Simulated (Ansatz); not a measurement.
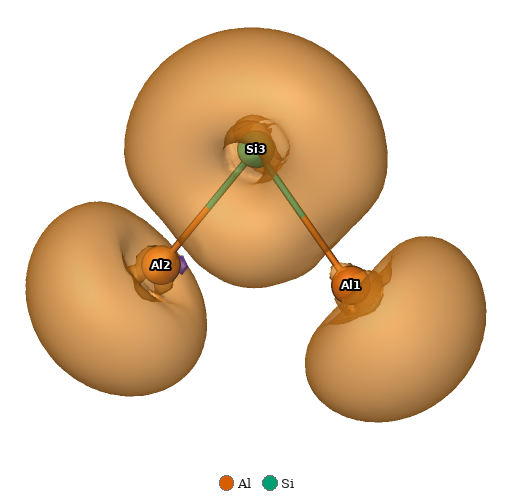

Al2Si (triplet). Isosurfaces of the spin density (α minus β) at +0.015 (orange) and −0.015 e/Å³ (purple), seen at a tilt.

Geometry: B3LYP-D4/def2-TZVP.

These are results of UKS PBE0-D4/def2-TZVP in Ansatz, not measurements.

Question: Describe the spin distribution.

Answer: The unpaired spin (2 electrons) lies mostly on Si3 (about 0.8), Al1 (about 0.6) and Al2 (about 0.6), in electrons by Hirshfeld's partition.
